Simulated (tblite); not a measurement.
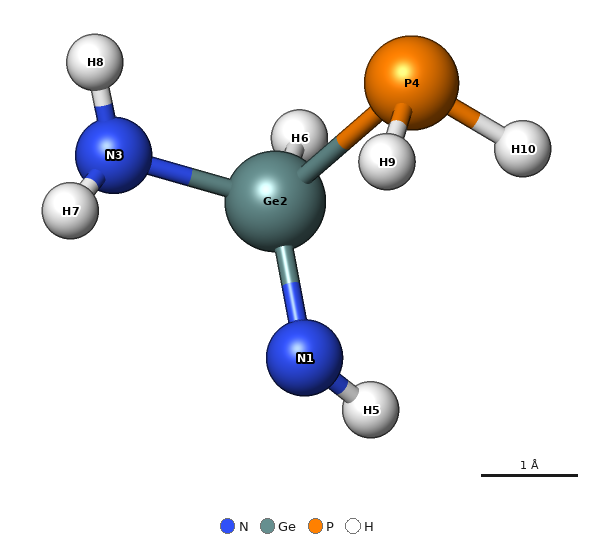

*The structure (ball-and-stick view, seen at a tilt; atoms are numbered from 1 in the order of the input). Sticks mark near contacts.*

GePN$_{2}$H$_{6}$: frequency calculation

- system: GePN$_{2}$H$_{6}$, multiplicity 2
- method: GFN2-xTB harmonic vibrations, gas phase (tblite 0.8.0)

It belongs to a series of runs on one base structure; here: H removed from N.

The program's output
```
mode    cm-1     km/mol
  1      94.8      6.44
  2     104.5      6.98
  3     139.9     15.60
  4     195.2     16.77
  5     222.8     27.72
  6     262.5     15.03
  7     381.6     34.04
  8     488.0    220.05
  9     508.9     74.10
 10     578.3     23.97
 11     592.4     85.47
 12     625.8     29.73
 13     658.1     64.00
 14     740.7     30.61
 15     767.3     81.98
 16     841.1    106.18
 17    1119.1      9.30
 18    1473.8     17.57
 19    1768.1    386.50
 20    2306.1     83.81
 21    2369.2    113.06
 22    3406.4      5.06
 23    3438.7      7.24
 24    3473.2      0.45
```

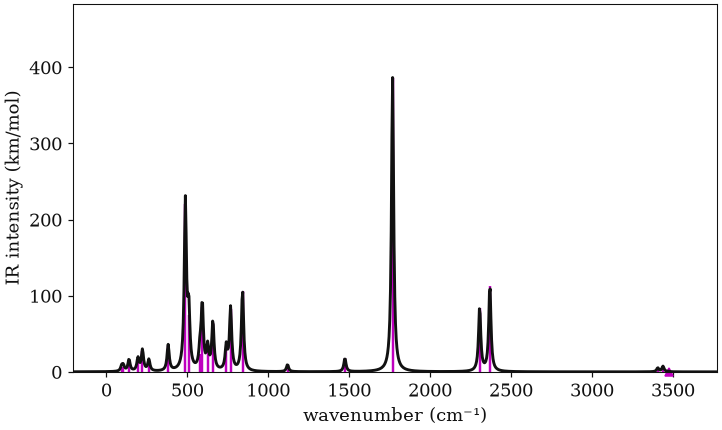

*Harmonic infrared spectrum, unscaled: sticks (degenerate modes added up, dark ones marked on the axis) with a Lorentzian envelope of 16 cm⁻¹ full width, scaled to the tallest stick.*

24 modes from 95 to 3473 cm⁻¹, none imaginary. The strongest line is at 1768 cm⁻¹ (386 km/mol).

This output came from the following input.

Input file
```
{"job": {"kind": "ir", "xc": "GFN2-xTB", "basis": "xTB"}, "charge": 0, "multiplicity": 2}
N     -0.164701     1.591537     0.688101
Ge     0.185446     0.396739    -0.518032
N      1.798195    -0.360020    -0.194986
P     -1.425518    -1.313052     0.010207
H     -0.781338     2.357420     0.453894
H      0.097952     0.503046    -2.036142
H      2.166233    -0.230757     0.735628
H      1.961024    -1.309731    -0.493510
H     -1.299055    -1.153478     1.380896
H     -2.529355    -0.477049    -0.048584
```

The first line tells a small driver script what to run in tblite; the rest is the geometry in Å.

Launch command:
```bash
OMP_NUM_THREADS=1 python <driver script> task.json out
```

Summary

- outcome: converged
- total energy: −361.2415 eV
- zero-point energy: 37.9650 kcal/mol
- hardware: 1 CPU thread, shared host
- peak memory: 0.18 GiB
